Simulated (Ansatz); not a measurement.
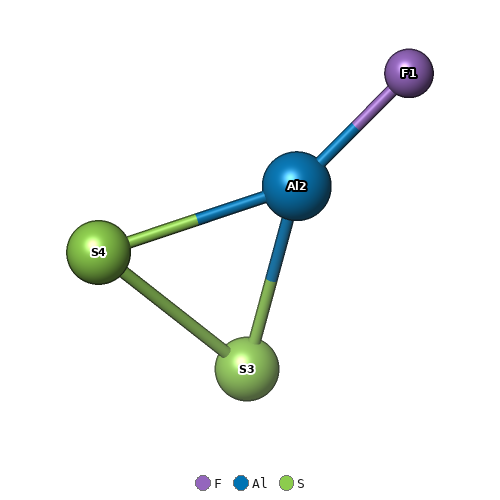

The system is AlFS₂ (SMILES [F][Al]1[S][S]1) with the probe Cl-; the picture shows it without the atoms that are moved over the map. 
- The probe is moved over a plane parallel to the molecule's main plane, 2.70 Å above it.
- First axis: x of the probe's Cl atom. Second axis: y of the probe's Cl atom.
- Nothing is relaxed (molecule and probe rigid).
- The grid has 15 × 11 points; 90 points were computed and 75 follow by symmetry.
- All energies are given in kJ/mol relative to the lowest grid point.
- Theory: RHF/def2-SVPD (Ansatz).

Range: x of the probe's Cl atom from −3.64 to 3.64 Å; y of the probe's Cl atom from −2.60 to 2.60 Å.

### What landscape does the calculation give?

The lowest grid point is at x of the probe's Cl atom = 1.04 Å, y of the probe's Cl atom = 0.00 Å [nearest 1 Al at 2.75 Å]. The bottom of the well lies between grid points, at about x of the probe's Cl atom = 0.80 Å, y of the probe's Cl atom = 0.00 Å, about 3.9 kJ/mol lower on the interpolated surface. It is the only kind of minimum in the scanned range. The highest grid point, x of the probe's Cl atom = −1.56 Å, y of the probe's Cl atom = −1.04 Å [nearest 1 S at 2.71 Å], lies 209 kJ/mol above the lowest. Near the minimum the curvatures are about 0.64 and 1.5 eV/Å² along the soft and the stiff direction.

| y of the probe's Cl atom ↓, x of the probe's Cl atom → | −3.64 | −3.12 | −2.60 | −2.08 | −1.56 | −1.04 | −0.52 | 0.00 | 0.52 | 1.04 | 1.56 | 2.08 | 2.60 | 3.12 | 3.64 |
| --- | --- | --- | --- | --- | --- | --- | --- | --- | --- | --- | --- | --- | --- | --- | --- |
| 2.60 | 137 | 139 | 143 | 147 | 146 | 138 | 122 | 103 | 89 | 82 | 83 | 89 | 97 | 104 | 110 |
| 2.08 | 140 | 145 | 155 | 167 | 173 | 163 | 136 | 102 | 77 | 66 | 69 | 80 | 92 | 102 | 109 |
| 1.56 | 142 | 151 | 166 | 187 | 200 | 188 | 146 | 95 | 58 | 46 | 54 | 72 | 89 | 101 | 110 |
| 1.04 | 143 | 152 | 170 | 194 | 209 | 192 | 140 | 76 | 34 | 24 | 41 | 67 | 90 | 104 | 111 |
| 0.52 | 143 | 152 | 168 | 190 | 201 | 179 | 120 | 53 | 11 | 7 | 32 | 67 | 93 | 107 | 113 |
| 0.00 | 143 | 151 | 166 | 186 | 194 | 170 | 110 | 43 | 2 | 0 | 29 | 68 | 95 | 109 | 114 |
| −0.52 | 143 | 152 | 168 | 190 | 201 | 179 | 120 | 53 | 11 | 7 | 32 | 67 | 93 | 107 | 113 |
| −1.04 | 143 | 152 | 170 | 194 | 209 | 192 | 140 | 76 | 34 | 24 | 41 | 67 | 90 | 104 | 111 |
| −1.56 | 142 | 151 | 166 | 187 | 200 | 188 | 146 | 95 | 58 | 46 | 54 | 72 | 89 | 101 | 110 |
| −2.08 | 140 | 145 | 155 | 167 | 173 | 163 | 136 | 102 | 77 | 66 | 69 | 80 | 92 | 102 | 109 |
| −2.60 | 137 | 139 | 143 | 147 | 146 | 138 | 122 | 103 | 89 | 82 | 83 | 89 | 97 | 104 | 110 |

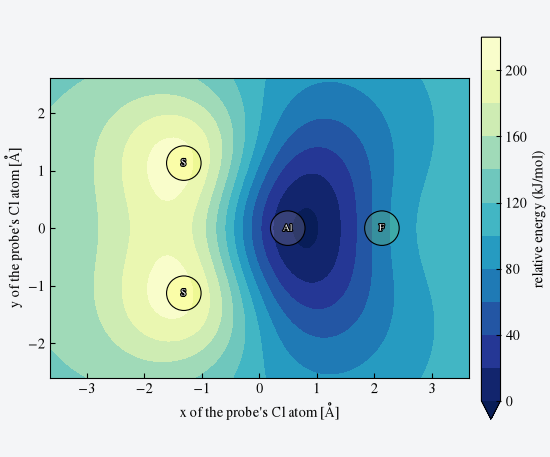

The picture shows filled contours, labelled circles for the molecule's atoms, projected on the plane. Between grid points the surface is interpolated.

Time for the 90 points that were run: 8.8 min on 1 thread of Arm Neoverse V1, on a shared host.
